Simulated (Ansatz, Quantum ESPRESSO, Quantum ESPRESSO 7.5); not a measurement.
## From contact to tunnelling: vacuum gaps between two Ir(100) faces

Wanted: T at the Fermi level along a series, and its decay constant, for vacuum gaps between two Ir(100) faces.

Method: plane-wave DFT, LDA, GBRV ultrasoft pseudopotentials (cross-check by Ansatz 0.2.0 with PAW datasets), in Quantum ESPRESSO 7.5.

### Step 1. The structure

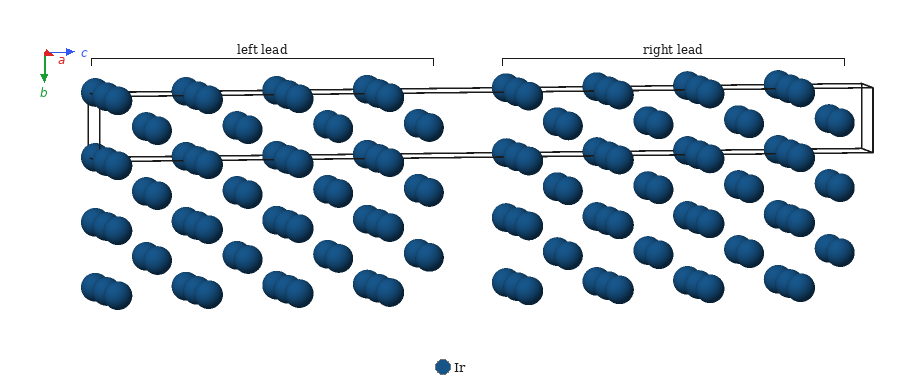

The cell as given, from the side, with the c axis across the page (iridium blue). 2×3×1 cells are drawn. Some periodic images of atoms are drawn too.

The cell holds 16 atoms: 16 Ir. Its edges and angles: a = 2.737 Å, b = 2.737 Å, c = 33.025 Å, α = 90.0°, β = 90.0°, γ = 90.0°. It derives from Ir. Regions: left lead, 8 atoms (8 Ir); right lead, 8 atoms (8 Ir). The structure is stacked along c, and the current runs across the ab planes.

### Step 2. Self-consistent run, 4 Å

One periodic cell holds a stretch of lead, the junction and more lead; the atoms stay as built.

j0.scf.in

```
&control
  prefix = 'j0.scf'
  outdir = './out'
  pseudo_dir = './pseudo'
  calculation = 'scf'
  tprnfor = .true.
/
&system
  ibrav = 0
  nat = 16
  ntyp = 1
  ecutwfc = 40
  ecutrho = 200
  occupations = 'smearing'
  smearing = 'mv'
  degauss = 0.01
/
&electrons
  conv_thr = 1e-07
  mixing_beta = 0.25
  electron_maxstep = 120
  mixing_mode = 'local-TF'
/
ATOMIC_SPECIES
  Ir  192.2170  ir_lda_v1.2.uspp.F.UPF
CELL_PARAMETERS angstrom
  2.73650324319194 0.00000000000000 0.00000000000000
  0.00000000000000 2.73650324319194 0.00000000000000
  0.00000000000000 0.00000000000000 33.02500000000000
ATOMIC_POSITIONS crystal
  Ir  0.000000000000 0.000000000000 0.000000000000
  Ir  0.500000000000 0.500000000000 0.058591975776
  Ir  0.000000000000 0.000000000000 0.117183951552
  Ir  0.500000000000 0.500000000000 0.175775927328
  Ir  0.000000000000 0.000000000000 0.234367903104
  Ir  0.500000000000 0.500000000000 0.292959878880
  Ir  0.000000000000 0.000000000000 0.351551854656
  Ir  0.500000000000 0.500000000000 0.410143830431
  Ir  0.000000000000 0.000000000000 0.531264193793
  Ir  0.500000000000 0.500000000000 0.589856169569
  Ir  0.000000000000 0.000000000000 0.648448145344
  Ir  0.500000000000 0.500000000000 0.707040121120
  Ir  0.000000000000 0.000000000000 0.765632096896
  Ir  0.500000000000 0.500000000000 0.824224072672
  Ir  0.000000000000 0.000000000000 0.882816048448
  Ir  0.500000000000 0.500000000000 0.941408024224
K_POINTS automatic
  9 9 1 0 0 0
```

Launch:

```bash
OMP_NUM_THREADS=1 mpirun -n 4 pw.x -nk 4 -in j0.scf.in > j0.scf.out
```

Log:

```text
Program PWSCF v.7.5 starts
[citation notice left out]

     Parallel version (MPI & OpenMP), running on       4 processor cores
     Number of MPI processes:                 4
     Threads/MPI process:                     1

     MPI processes distributed on     1 nodes
[...]
Current dimensions of program PWSCF are:
     Max number of different atomic species (ntypx) = 10
     Max number of k-points (npk) =  40000
     Max angular momentum in pseudopotentials (lmaxx) =  4
     Message from routine setup:
     using ibrav=0 with symmetry is DISCOURAGED, use correct ibrav instead

     K-points division:     npool     =       4
     Subspace diagonalization in iterative solution of the eigenvalue problem:
     a serial algorithm will be used

     G-vector sticks info
     --------------------
     sticks:   dense  smooth     PW     G-vecs:    dense   smooth      PW
     Sum         421     341    109                79749    57127   10009

     Using Slab Decomposition

     bravais-lattice index     =            0
     lattice parameter (alat)  =       5.1712  a.u.
     unit-cell volume          =    1668.9040 (a.u.)^3
     number of atoms/cell      =           16
     number of atomic types    =            1
     number of electrons       =       240.00
     number of Kohn-Sham states=          144
     kinetic-energy cutoff     =      40.0000  Ry
     charge density cutoff     =     200.0000  Ry
     scf convergence threshold =      1.0E-07
     mixing beta               =       0.2500
     number of iterations used =            8  local-TF  mixing
     Exchange-correlation= SLA  PZ   NOGX NOGC
                           (   1   1   0   0   0   0   0)

     celldm(1)=   5.171242  celldm(2)=   0.000000  celldm(3)=   0.000000
     celldm(4)=   0.000000  celldm(5)=   0.000000  celldm(6)=   0.000000

     crystal axes: (cart. coord. in units of alat)
               a(1) = (   1.000000   0.000000   0.000000 )
               a(2) = (   0.000000   1.000000   0.000000 )
               a(3) = (   0.000000   0.000000  12.068321 )

     reciprocal axes: (cart. coord. in units 2 pi/alat)
               b(1) = (  1.000000  0.000000  0.000000 )
               b(2) = (  0.000000  1.000000  0.000000 )
               b(3) = (  0.000000  0.000000  0.082862 )

     PseudoPot. # 1 for Ir read from file:
     ./pseudo/ir_lda_v1.2.uspp.F.UPF
     Pseudo is Ultrasoft + core correction, Zval = 15.0
     Generated by new atomic code, or converted to UPF format
     Using radial grid of  983 points,  7 beta functions with:
                l(1) =   0
                l(2) =   0
                l(3) =   1
                l(4) =   1
                l(5) =   1
                l(6) =   2
                l(7) =   2
     Q(r) pseudized with  8 coefficients,  rinner =    1.400   1.400   1.400
                                                       1.400   1.400

     atomic species   valence    mass     pseudopotential
     Ir               15.00   192.21700     Ir( 1.00)

      8 Sym. Ops. (no inversion) found

   Cartesian axes

     site n.     atom                  positions (alat units)
         1        Ir     tau(   1) = (   0.0000000   0.0000000   0.0000000  )
         2        Ir     tau(   2) = (   0.5000000   0.5000000   0.7071068  )
         3        Ir     tau(   3) = (   0.0000000   0.0000000   1.4142136  )
         4        Ir     tau(   4) = (   0.5000000   0.5000000   2.1213203  )
         5        Ir     tau(   5) = (   0.0000000   0.0000000   2.8284271  )
         6        Ir     tau(   6) = (   0.5000000   0.5000000   3.5355339  )
         7        Ir     tau(   7) = (   0.0000000   0.0000000   4.2426407  )
         8        Ir     tau(   8) = (   0.5000000   0.5000000   4.9497475  )
         9        Ir     tau(   9) = (   0.0000000   0.0000000   6.4114669  )
        10        Ir     tau(  10) = (   0.5000000   0.5000000   7.1185737  )
        11        Ir     tau(  11) = (   0.0000000   0.0000000   7.8256805  )
        12        Ir     tau(  12) = (   0.5000000   0.5000000   8.5327873  )
        13        Ir     tau(  13) = (   0.0000000   0.0000000   9.2398940  )
        14        Ir     tau(  14) = (   0.5000000   0.5000000   9.9470008  )
        15        Ir     tau(  15) = (   0.0000000   0.0000000  10.6541076  )
        16        Ir     tau(  16) = (   0.5000000   0.5000000  11.3612144  )

     number of k points=    15  Marzari-Vanderbilt smearing, width (Ry)=  0.0100
                       cart. coord. in units 2pi/alat
        k(    1) = (   0.0000000   0.0000000   0.0000000), wk =   0.0246914
        k(    2) = (   0.0000000   0.1111111   0.0000000), wk =   0.0987654
        k(    3) = (   0.0000000   0.2222222   0.0000000), wk =   0.0987654
        k(    4) = (   0.0000000   0.3333333   0.0000000), wk =   0.0987654
        k(    5) = (   0.0000000   0.4444444   0.0000000), wk =   0.0987654
        k(    6) = (   0.1111111   0.1111111   0.0000000), wk =   0.0987654
        k(    7) = (   0.1111111   0.2222222   0.0000000), wk =   0.1975309
        k(    8) = (   0.1111111   0.3333333   0.0000000), wk =   0.1975309
        k(    9) = (   0.1111111   0.4444444   0.0000000), wk =   0.1975309
        k(   10) = (   0.2222222   0.2222222   0.0000000), wk =   0.0987654
[...]
k(   15) = (   0.4444444   0.4444444   0.0000000), wk =   0.0987654

     Dense  grid:    79749 G-vectors     FFT dimensions: (  24,  24, 288)

     Smooth grid:    57127 G-vectors     FFT dimensions: (  24,  24, 256)

     Estimated max dynamical RAM per process >     259.31 MB

     Estimated total dynamical RAM >     978.85 MB

     Initial potential from superposition of free atoms

     starting charge     231.9996, renormalised to     240.0000

     negative rho (up, down):  5.744E+00 0.000E+00
     Starting wfcs are  192 randomized atomic wfcs

     total cpu time spent up to now is        6.5 secs

     per-process dynamical memory:   155.2 Mb

     Self-consistent Calculation

     iteration #  1     ecut=    40.00 Ry     beta= 0.25
     Davidson diagonalization with overlap
     ethr =  1.00E-02,  avg # of iterations =  2.0

     negative rho (up, down):  5.361E+00 0.000E+00

     total cpu time spent up to now is       21.5 secs

     total energy              =   -2912.38886972 Ry
     estimated scf accuracy    <      26.13342034 Ry

     iteration #  2     ecut=    40.00 Ry     beta= 0.25
[...]
negative rho (up, down):  4.777E+00 0.000E+00

[...]
total energy              =   -2909.75534185 Ry
[...]
k = 0.0000 0.2222 0.0000 (  7126 PWs)   bands (ev):

   -27.9563 -27.9560 -27.9433 -27.9419 -27.9296 -27.9053 -27.8725 -27.8358
   -27.7968 -27.7583 -27.7271 -27.7213 -27.6880 -27.6861 -27.6412 -27.6404
   -27.5938 -27.5935 -27.5622 -27.5614 -27.5511 -27.5479 -27.5476 -27.5379
   -27.5217 -27.5130 -27.4999 -27.4823 -27.4798 -27.4571 -27.4523 -27.4349
   -27.4306 -27.4138 -27.4138 -27.4078 -27.3925 -27.3917 -27.3902 -27.3770
   -27.3643 -27.3512 -26.9437 -26.9436 -26.8611 -26.8605 -26.7829 -26.7829
    12.4900  12.6072  12.8077  13.0793  13.3988  13.7695  14.1384  14.5208
    14.8294  15.0643  15.1072  15.1329  15.1903  15.1936  15.7283  15.7852
    15.9507  16.0210  16.1544  16.3393  16.5750  16.8425  17.0981  17.3057
    17.4531  17.5349  17.5472  17.5908  17.6093  17.7374  17.7423  18.0330
    18.0518  18.1856  18.2629  18.4572  18.4612  18.5907  18.6057  18.6375
    18.6387  18.6462  18.6572  18.6735  18.6794  18.6887  18.7045  18.7349
    18.7363  18.8440  18.9996  19.1291  19.1964  19.3783  19.4265  19.6883
    19.7195  19.7610  19.9630  20.1773  20.2860  20.3625  20.5248  20.6021
    20.6406  20.7810  20.8238  20.9222  20.9249  20.9334  20.9613  21.0525
    21.0642  21.2265  21.2828  21.5422  21.5997  21.7510  21.7526  21.9570
    22.1999  22.4388  22.6728  22.7276  22.7996  22.8439  22.8486  22.9477
    22.9615  22.9926  23.1823  24.5103  24.9376  26.4903  26.8242  28.2316

          k = 0.0000 0.3333 0.0000 (  7086 PWs)   bands (ev):

   -27.9940 -27.9934 -27.9860 -27.9829 -27.9607 -27.9545 -27.9265 -27.9194
   -27.8871 -27.8776 -27.8326 -27.8300 -27.7855 -27.7726 -27.7382 -27.7181
   -27.6965 -27.6526 -27.6059 -27.5614 -27.5225 -27.5220 -27.5220 -27.5066
   -27.5024 -27.4974 -27.4905 -27.4806 -27.4766 -27.4760 -27.4635 -27.4515
   -27.4496 -27.4482 -27.4336 -27.4277 -27.4265 -27.4192 -27.4039 -27.3950
   -27.3856 -27.3752 -27.0591 -27.0591 -26.8544 -26.8540 -26.7744 -26.7743
    13.8322  13.8367  13.8507  13.8973  13.9802  14.1017  14.2582  14.4488
    14.6652  14.9037  15.1425  15.3800  15.5632  15.6837  15.9950  16.0384
    16.8290  16.8526  16.9426  17.0805  17.1927  17.2925  17.3923  17.5264
    17.6926  17.7841  17.9964  18.0627  18.1973  18.2376  18.3302  18.3360
    18.3820  18.4071  18.4073  18.4438  18.4557  18.4750  18.4939  18.4949
    18.4959  18.5029  18.6138  18.6185  18.6486  18.6531  18.7756  18.7758
    18.8592  18.8634  18.8942  18.9014  18.9766  18.9780  19.1163  19.1166
    19.3666  19.4883  19.7512  19.7607  19.8555  20.0145  20.0960  20.1865
    20.3684  20.5790  20.8755  21.1931  21.4467  21.5206  21.7213  21.7868
    21.8530  21.8663  21.9691  22.0326  22.0682  22.1275  22.1444  22.2465
    22.2784  22.4289  22.5257  22.6010  22.6565  22.7123  22.8039  22.8353
    22.8658  23.6845  24.1982  25.6180  26.1267  26.8954  27.0777  27.3452

          k = 0.0000 0.4444 0.0000 (  7108 PWs)   bands (ev):

   -28.0544 -28.0519 -28.0458 -28.0413 -28.0199 -28.0134 -27.9885 -27.9772
   -27.9506 -27.9375 -27.9077 -27.8894 -27.8727 -27.8376 -27.7267 -27.7117
   -27.6685 -27.6300 -27.5935 -27.5857 -27.5466 -27.5459 -27.5094 -27.5090
   -27.4914 -27.4914 -27.4778 -27.4741 -27.4621 -27.4620 -27.4537 -27.4515
   -27.4513 -27.4496 -27.4478 -27.4411 -27.4365 -27.4300 -27.4253 -27.4228
   -27.4157 -27.4101 -27.1305 -27.1305 -26.8506 -26.8505 -26.7688 -26.7688
    14.1317  14.1322  14.2314  14.2325  14.4055  14.4100  14.6364  14.6431
    14.9089  14.9240  15.1639  15.2227  15.5098  15.8205  16.2037  16.2635
    17.1798  17.2518  17.2696  17.3732  17.4558  17.5200  17.6575  17.6862
    17.8431  17.8543  17.9060  17.9379  18.0024  18.0075  18.0570  18.0622
    18.1149  18.1287  18.1560  18.1580  18.2033  18.2455  18.2505  18.3838
    18.4043  18.4131  18.5075  18.6165  18.6341  18.6794  18.8748  18.9066
    18.9390  19.0430  19.1633  19.2265  19.4283  19.4357  19.5216  19.5823
    19.9008  19.9330  20.0972  20.1069  20.4108  20.5858  20.5920  20.7716
    21.1438  21.1769  21.3248  21.4604  21.4936  21.5422  21.8482  21.9106
    22.1832  22.2469  22.4548  22.5074  22.5119  22.5477  22.6537  22.6866
    22.7684  22.7781  22.9105  22.9112  23.2707  23.4210  23.6607  23.7272
    23.8272  23.8313  24.2296  25.0179  25.1934  25.4580  25.4658  25.5252

          k = 0.1111 0.1111 0.0000 (  7119 PWs)   bands (ev):

   -27.9888 -27.9833 -27.9619 -27.9327 -27.8999 -27.8556 -27.8055 -27.7541
   -27.7017 -27.6532 -27.6506 -27.6491 -27.6347 -27.6191 -27.6112 -27.6037
   -27.5974 -27.5868 -27.5842 -27.5683 -27.5556 -27.5510 -27.5398 -27.5190
   -27.5135 -27.5089 -27.4787 -27.4782 -27.4773 -27.4493 -27.4407 -27.4398
   -27.4200 -27.4160 -27.4051 -27.3990 -27.3861 -27.3821 -27.3776 -27.3661
   -27.3630 -27.3613 -26.8671 -26.8664 -26.8331 -26.8331 -26.8329 -26.8328
    11.8618  12.0108  12.2632  12.6099  13.0196  13.5066  13.9919  14.5078
    14.8629  14.8848  14.9526  15.0426  15.1794  15.1814  15.3651  15.4241
    15.5331  15.6800  15.7224  15.7803  15.8620  16.0774  16.3121  16.5654
    16.8234  17.0742  17.3023  17.4878  17.6054  17.6537  17.6634  18.1638
    18.1803  18.3396  18.3982  18.4992  18.5087  18.5740  18.5825  18.5877
    18.6036  18.6234  18.6384  18.6623  18.6875  18.7559  18.8169  18.9764
    19.1244  19.2817  19.6425  19.6583  19.8918  19.9363  19.9925  20.0238
    20.0554  20.0620  20.1824  20.2171  20.2480  20.3515  20.3565  20.4537
    20.4592  20.5087  20.9023  20.9540  20.9774  20.9995  21.0189  21.0826
    21.2214  21.4287  21.4802  21.6258  21.6716  21.7543  21.8864  21.8895
    21.9744  22.0851  22.1331  22.3492  22.4091  22.4744  22.8091  23.0279
    23.0868  23.2307  23.2767  24.0183  24.2914  25.4300  25.5885  26.7362

[...]
the Fermi energy is    21.9010 ev

!    total energy              =   -2909.88230959 Ry
     estimated scf accuracy    <       0.00000005 Ry
     smearing contrib. (-TS)   =      -0.00149118 Ry
     internal energy E=F+TS    =   -2909.88081841 Ry

     The total energy is F=E-TS. E is the sum of the following terms:
     one-electron contribution =   -1277.57015735 Ry
     hartree contribution      =     842.00224243 Ry
     xc contribution           =    -803.47926968 Ry
     ewald contribution        =   -1670.83363380 Ry

     convergence has been achieved in  13 iterations

     negative rho (up, down):  4.882E+00 0.000E+00

     Forces acting on atoms (cartesian axes, Ry/au):

     atom    1 type  1   force =     0.00000000    0.00000000    0.00097661
     atom    2 type  1   force =     0.00000000    0.00000000   -0.00183970
     atom    3 type  1   force =     0.00000000    0.00000000    0.00121229
     atom    4 type  1   force =     0.00000000    0.00000000    0.00101561
     atom    5 type  1   force =     0.00000000    0.00000000   -0.00482955
     atom    6 type  1   force =     0.00000000    0.00000000    0.00348380
     atom    7 type  1   force =     0.00000000    0.00000000    0.04066182
     atom    8 type  1   force =     0.00000000    0.00000000   -0.05276612
     atom    9 type  1   force =     0.00000000    0.00000000    0.05277614
     atom   10 type  1   force =     0.00000000    0.00000000   -0.04066439
     atom   11 type  1   force =     0.00000000    0.00000000   -0.00348470
     atom   12 type  1   force =     0.00000000    0.00000000    0.00482624
     atom   13 type  1   force =     0.00000000    0.00000000   -0.00101819
     atom   14 type  1   force =     0.00000000    0.00000000   -0.00121197
     atom   15 type  1   force =     0.00000000    0.00000000    0.00183483
     atom   16 type  1   force =     0.00000000    0.00000000   -0.00097273

     Total force =     0.094663     Total SCF correction =     0.000445

[...]
=------------------------------------------------------------------------------=
   JOB DONE.
=------------------------------------------------------------------------------=
```

The job ended after 3.2 min (4 MPI ranks of Arm Neoverse V1, shared host; peak memory 1.1 GiB).

Numbers from this step:

* free energy: -39590.9657 eV
* Fermi energy: 21.90 eV

The run needed 13 iterations to bring the estimated error under 1e-07 Ry; the largest force on any atom, held or free, is 1.36 eV/Å.

(Continued in part 2 of 5.)

[Logs are printed without paths, hosts, clocks, repeated set-up lines and the standing remarks that a program may print on its own settings, such as how far it seeks lower states.]

[Hosts, paths, dates, database ids (printed as entryN), source tags and the programs' standing remarks are cut or masked in the printed files.]

[Maps of the electrostatic potential energy from Ansatz leave out the sawtooth potential of an applied field or a dipole correction, so their vacuum need not be flat; planar profiles and work functions include it.]
